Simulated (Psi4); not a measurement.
**Single-point calculation, with input and output: InHBr2**

System: InHBr2, SMILES [Br][InH][Br].
Method: MP2/def2-QZVPP, RHF, core potentials def2 (Psi4 1.11).

The geometry was optimised with PBE0/def2-TZVP.

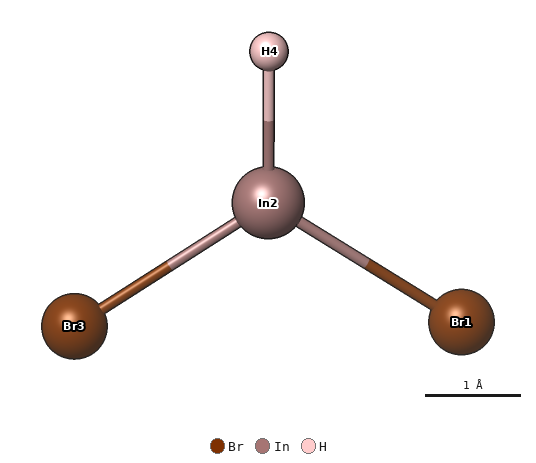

**Figure 1.** The structure as given in the input (ball-and-stick view, seen at a tilt; atoms are numbered from 1 in the order of the input). Sticks mark near contacts. Bond lengths as drawn: Br–In 2.45 Å and H–In 1.70 Å.

Input file (input.inp)
```
memory 3300 MB

molecule molecule1 {
  0 1
  Br
  In 1 2.452558
  Br 2 2.452252 1 112.46179
  H 2 1.697944 3 123.86447 1 -179.86627
  symmetry c1
}

set reference rhf
set scf_type df
set num_frozen_docc 22

energy('mp2/def2-QZVPP')
```

Machine: 2 threads of Intel Xeon @ 2.50GHz (Skylake/Cascade Lake), 189 GiB of memory available, shared host.

Launch command:
```bash
psi4 -n 2 input.inp input.out
```

Log
```
Psi4 1.11 release

   => Loading Basis Set <=

    Name: DEF2-QZVPP
    Role: ORBITAL
    Keyword: BASIS

    !!!  WARNING: ECP capability is in beta. Please check occupations closely.  !!!

         ---------------------------------------------------------
                                   SCF
                              RHF Reference
                        2 Threads,   3147 MiB Core
         ---------------------------------------------------------

  ==> Geometry <==

    Molecular point group: c1
    Full point group: C1

    Geometry (in Angstrom), charge = 0, multiplicity = 1:

       Center              X                  Y                   Z               Mass
    ------------   -----------------  -----------------  -----------------  -----------------
         BR          -0.000012115132     0.648118859438    -2.019085413765    78.918337600000
         IN          -0.000012115132     0.648118859438     0.433472586235   114.903878776000
         BR          -0.000012115132    -1.618091902088     1.370397693086    78.918337600000
         H            0.003278632296     2.061160537865     1.374916271830     1.007825032230

  Running in c1 symmetry.

  Rotational constants: A =      0.12990  B =      0.02570  C =      0.02145 [cm^-1]
  Rotational constants: A =   3894.33998  B =    770.41673  C =    643.17711 [MHz]
  Nuclear repulsion =  492.799982789718115

  Charge       = 0
  Multiplicity = 1
  Electrons    = 92
  Nalpha       = 46
  Nbeta        = 46

  ==> Algorithm <==

  SCF Algorithm Type is DF.
  DIIS enabled.
  MOM disabled.
  Fractional occupation disabled.
  Guess Type is SAD.
  Energy threshold   = 1.00e-08
  Density threshold  = 1.00e-08
  Integral threshold = 1.00e-12

  ==> Primary Basis <==

  Basis Set: DEF2-QZVPP
    Blend: DEF2-QZVPP
    Number of shells: 86
    Number of basis functions: 290
    Number of Cartesian functions: 361
    Spherical Harmonics?: true
    Max angular momentum: 4

  Core potential: DEF2-QZVPP
    Number of shells: 4
    Number of ECP primitives: 18
    Number of ECP core electrons: 28
    Max angular momentum: 3

   => Loading Basis Set <=

    Name: (DEF2-QZVPP AUX)
    Role: JKFIT
    Keyword: DF_BASIS_SCF

  ==> Integral Setup <==

  DFHelper Memory: AOs need 0.447 GiB; user supplied 2.305 GiB.
  SCF_SUBTYPE=INCORE selected. In-core MEM_DF algorithm will be used.
  Using in-core AOs.

  ==> MemDFJK: Density-Fitted J/K Matrices <==

    J tasked:                   Yes
    K tasked:                   Yes
    wK tasked:                   No
    Memory [MiB]:              2360
    Algorithm:                 Core
    Schwarz Cutoff:           1E-12
    Mask sparsity (%):      12.5922
    Fitting Condition:        1E-10

   => Auxiliary Basis Set <=

  Basis Set: (DEF2-QZVPP AUX)
    Blend: DEF2-UNIVERSAL-JKFIT
    Number of shells: 172
    Number of basis functions: 768
    Number of Cartesian functions: 1071
    Spherical Harmonics?: true
    Max angular momentum: 5

  Minimum eigenvalue in the overlap matrix is 3.2720608258E-04.
  Reciprocal condition number of the overlap matrix is 5.4390889223E-05.
    Using symmetric orthogonalization.

  ==> Pre-Iterations <==

  SCF Guess: Superposition of Atomic Densities via on-the-fly atomic UHF (no occupation information).

   -------------------------
    Irrep   Nso     Nmo
   -------------------------
     A        290     290
   -------------------------
    Total     290     290
   -------------------------

  ==> Iterations <==

                           Total Energy        Delta E     RMS |[F,P]|

   @DF-RHF iter SAD: -5330.23921190513829   -5.33024e+03   0.00000e+00
   @DF-RHF iter   1: -5334.20855049093734   -3.96934e+00   8.53549e-03 DIIS/ADIIS
   @DF-RHF iter   2: -5334.60825408800247   -3.99704e-01   5.71840e-03 DIIS/ADIIS
   @DF-RHF iter   3: -5334.84336978216834   -2.35116e-01   1.70194e-04 DIIS/ADIIS
   @DF-RHF iter   4: -5334.84381469997425   -4.44918e-04   4.91342e-05 DIIS
   @DF-RHF iter   5: -5334.84389886358804   -8.41636e-05   1.58223e-05 DIIS
   @DF-RHF iter   6: -5334.84391387510550   -1.50115e-05   4.67916e-06 DIIS
   @DF-RHF iter   7: -5334.84391692306599   -3.04796e-06   1.56200e-06 DIIS
   @DF-RHF iter   8: -5334.84391715010861   -2.27043e-07   3.89889e-07 DIIS
   @DF-RHF iter   9: -5334.84391716344817   -1.33396e-08   1.01650e-07 DIIS
   @DF-RHF iter  10: -5334.84391716454411   -1.09594e-09   2.00421e-08 DIIS
   @DF-RHF iter  11: -5334.84391716459868   -5.45697e-11   6.63281e-09 DIIS
  Energy and wave function converged.

  ==> Post-Iterations <==

    Orbital Energies [Eh]
    ---------------------

    Doubly Occupied:

       1A   -490.014217     2A   -490.014074     3A    -65.154767
       4A    -65.154624     5A    -58.509735     6A    -58.509591
       7A    -58.509197     8A    -58.509085     9A    -58.509054
      10A    -58.508942    11A     -9.827241    12A     -9.827098
      13A     -7.436716    14A     -7.436571    15A     -7.433667
      16A     -7.433525    17A     -7.433150    18A     -7.433008
      19A     -5.444403    20A     -3.705012    21A     -3.699326
      22A     -3.697216    23A     -3.179149    24A     -3.179003
      25A     -3.177813    26A     -3.177669    27A     -3.177121
      28A     -3.176976    29A     -3.173340    30A     -3.173314
      31A     -3.173200    32A     -3.173174    33A     -1.099129
      34A     -1.097372    35A     -1.089082    36A     -1.087373
      37A     -1.085459    38A     -0.991076    39A     -0.974517
      40A     -0.575518    41A     -0.471996    42A     -0.455466
      43A     -0.433784    44A     -0.419210    45A     -0.415726
      46A     -0.412449

    Virtual:

      47A      0.015361    48A      0.042336    49A      0.060055
      50A      0.068585    51A      0.087529    52A      0.117414
      53A      0.152670    54A      0.166502    55A      0.177951
      56A      0.192943    57A      0.194407    58A      0.201258
      59A      0.259517    60A      0.273981    61A      0.292516
      62A      0.293487    63A      0.306405    64A      0.315960
      65A      0.322879    66A      0.335145    67A      0.382730
      68A      0.384319    69A      0.423352    70A      0.436279
      71A      0.459917    72A      0.462036    73A      0.500723
      74A      0.505223    75A      0.516157    76A      0.520100
      77A      0.540968    78A      0.562201    79A      0.578906
      80A      0.588395    81A      0.597799    82A      0.608011
      83A      0.627315    84A      0.642497    85A      0.659077
      86A      0.702879    87A      0.718996    88A      0.795221
      89A      0.811234    90A      0.826894    91A      0.838023
      92A      0.844401    93A      0.922447    94A      0.960600
      95A      0.965870    96A      1.062040    97A      1.072340
      98A      1.132511    99A      1.161837   100A      1.182005
     101A      1.185302   102A      1.186251   103A      1.192532
     104A      1.224229   105A      1.225804   106A      1.226418
     107A      1.247838   108A      1.270364   109A      1.281029
     110A      1.325001   111A      1.328870   112A      1.331639
     113A      1.337702   114A      1.352986   115A      1.376290
     116A      1.401126   117A      1.417552   118A      1.458955
     119A      1.471145   120A      1.501990   121A      1.506663
     122A      1.515459   123A      1.515984   124A      1.526081
     125A      1.544524   126A      1.575654   127A      1.638365
     128A      1.647042   129A      1.675167   130A      1.694023
     131A      1.717710   132A      1.750672   133A      1.777387
     134A      1.785201   135A      1.798133   136A      1.801942
     137A      1.808850   138A      1.809197   139A      1.867079
     140A      1.881897   141A      1.917806   142A      1.924911
     143A      1.930745   144A      1.958149   145A      1.990042
     146A      2.055392   147A      2.118429   148A      2.126240
     149A      2.148652   150A      2.181171   151A      2.250931
     152A      2.316614   153A      2.365840   154A      2.386907
     155A      2.498258   156A      2.584147   157A      2.584734
     158A      2.720978   159A      2.728119   160A      2.884005
     161A      2.923198   162A      2.930429   163A      2.963649
     164A      2.968873   165A      2.973405   166A      3.004472
     167A      3.006272   168A      3.007366   169A      3.010112
     170A      3.011319   171A      3.014298   172A      3.015892
     173A      3.017236   174A      3.017528   175A      3.018672
     176A      3.019394   177A      3.023037   178A      3.027274
     179A      3.032936   180A      3.044110   181A      3.062778
     182A      3.071551   183A      3.082237   184A      3.083204
     185A      3.127885   186A      3.135010   187A      3.205949
     188A      3.206141   189A      3.249875   190A      3.300326
     191A      3.331248   192A      3.380805   193A      3.402704
     194A      3.444788   195A      3.541089   196A      3.617887
     197A      3.671689   198A      3.706441   199A      3.712191
     200A      3.816183   201A      3.840345   202A      4.182069
     203A      4.379173   204A      4.384253   205A      4.424539
     206A      4.432016   207A      4.844564   208A      4.883327
     209A      5.484809   210A      5.516787   211A      5.520488
     212A      5.526676   213A      5.641198   214A      5.641374
     215A      5.669643   216A      5.721220   217A      5.819390
     218A      5.838714   219A      5.929953   220A      6.101540
     221A      6.110049   222A      6.246054   223A      6.285206
     224A      6.374861   225A      6.435109   226A      6.470407
     227A      8.028184   228A      8.142377   229A      8.299191
     230A      8.315829   231A      8.451202   232A      8.535212
     233A      8.566781   234A      8.737321   235A      8.803208
     236A      8.990005   237A      9.041208   238A      9.070128
     239A      9.074947   240A      9.141038   241A      9.274910
     242A      9.301282   243A      9.535260   244A     10.014455
     245A     10.016194   246A     10.017703   247A     10.020501
     248A     10.033577   249A     10.039131   250A     10.053157
     251A     10.066594   252A     10.103314   253A     10.106702
     254A     10.120629   255A     10.127308   256A     10.140303
     257A     10.141884   258A     13.272630   259A     14.470165
     260A     14.476588   261A     14.506349   262A     14.509160
     263A     14.874321   264A     14.898971   265A     30.087479
     266A     30.148012   267A     35.579951   268A     35.580759
     269A     35.581351   270A     35.582364   271A     35.589594
     272A     35.591894   273A     35.599108   274A     35.605991
     275A     35.624208   276A     35.625916   277A     35.632291
     278A     35.636866   279A     35.644519   280A     35.644877
     281A     39.190188   282A     39.205616   283A     39.233958
     284A     77.947634   285A     96.609841   286A     96.661110
     287A    325.132317   288A    325.183960   289A   1828.008103
     290A   1828.103295

    Final Occupation by Irrep:
              A
    DOCC [    46 ]
    NA   [    46 ]
    NB   [    46 ]

  @DF-RHF Final Energy: -5334.84391716459868

   => Energetics <=

    Nuclear Repulsion Energy =            492.7999827897181149
    One-Electron Energy =               -8486.1495434409662266
    Two-Electron Energy =                2658.5056434866496602
    Total Energy =                      -5334.8439171645986789

Computation Completed

Properties will be evaluated at   0.000000,   0.000000,   0.000000 [a0]

Properties computed using the SCF density matrix

 Multipole Moments:

 ------------------------------------------------------------------------------------
     Multipole            Electronic (a.u.)      Nuclear  (a.u.)        Total (a.u.)
 ------------------------------------------------------------------------------------

 L = 1.  Multiply by 2.5417464519 to convert [e a0] to [Debye]
 Dipole X            :         -0.0056677            0.0041123           -0.0015553
 Dipole Y            :         35.3403835          -34.5392801            0.8011034
 Dipole Z            :         23.6431638          -23.1042256            0.5389382
 Magnitude           :                                                    0.9655172

 ------------------------------------------------------------------------------------

	total time  =         17 seconds =       0.28 minutes

  //>>>>>>>>>>>>>>>>>>>>>>>>>>>>>>>>>>>//
  //               DFMP2               //
  //<<<<<<<<<<<<<<<<<<<<<<<<<<<<<<<<<<<//

   => Loading Basis Set <=

    Name: (DEF2-QZVPP AUX)
    Role: RIFIT
    Keyword: DF_BASIS_MP2

	 --------------------------------------------------------
	                          DF-MP2
	      2nd-Order Density-Fitted Moller-Plesset Theory
	              RMP2 Wavefunction,   2 Threads

	 --------------------------------------------------------

   => Auxiliary Basis Set <=

  Basis Set: (DEF2-QZVPP AUX)
    Blend: DEF2-QZVPP-RI
    Number of shells: 182
    Number of basis functions: 928
    Number of Cartesian functions: 1382
    Spherical Harmonics?: true
    Max angular momentum: 6

	 --------------------------------------------------------
	                 NBF =   290, NAUX =   928
	 --------------------------------------------------------
	   CLASS    FOCC     OCC    AOCC    AVIR     VIR    FVIR
	   PAIRS      22      46      24     244     244       0
	 --------------------------------------------------------

	-----------------------------------------------------------
	 ==================> DF-MP2 Energies <====================
	-----------------------------------------------------------
	 Reference Energy          =   -5334.8439171645986789 [Eh]
	 Singles Energy            =      -0.0000000000000000 [Eh]
	 Same-Spin Energy          =      -0.5780121595511991 [Eh]
	 Opposite-Spin Energy      =      -1.0703556490252331 [Eh]
	 Correlation Energy        =      -1.6483678085764322 [Eh]
	 Total Energy              =   -5336.4922849731747192 [Eh]
	-----------------------------------------------------------
	 ================> DF-SCS-MP2 Energies <==================
	-----------------------------------------------------------
	 SCS Same-Spin Scale       =       0.3333333333333333 [-]
	 SCS Opposite-Spin Scale   =       1.2000000000000000 [-]
	 SCS Same-Spin Energy      =      -0.1926707198503997 [Eh]
	 SCS Opposite-Spin Energy  =      -1.2844267788302797 [Eh]
	 SCS Correlation Energy    =      -1.4770974986806793 [Eh]
	 SCS Total Energy          =   -5336.3210146632791293 [Eh]
	-----------------------------------------------------------

	total time  =          8 seconds =       0.13 minutes

    Psi4 run time: 0:00:25.19
```

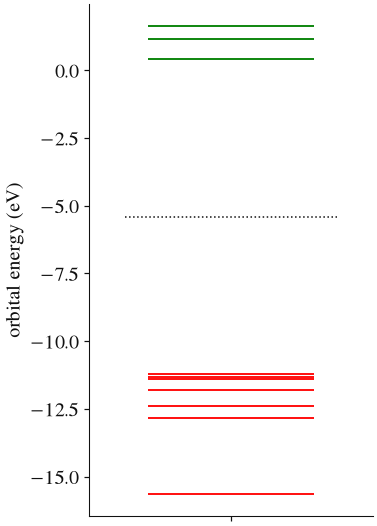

**Figure 2.** Orbital energies near the frontier (SCF reference); the dotted line parts filled from empty levels, and levels within 0.02 eV of each other stand side by side. Highest filled −11.22 eV, lowest empty 0.42 eV, 11.64 eV apart.

Summary

- outcome: converged
- total energy: −5336.492285 hartree
- SCF energy: −5334.843917 hartree
- MP2 energy: −5336.492285 hartree
- correlation energy: −1.648368 hartree
- basis functions: 290
- HOMO of the SCF reference: −11.22 eV
- LUMO of the SCF reference: 0.42 eV
- wall time: 28 s (CPU time 49 s)
- peak memory: 0.99 GiB
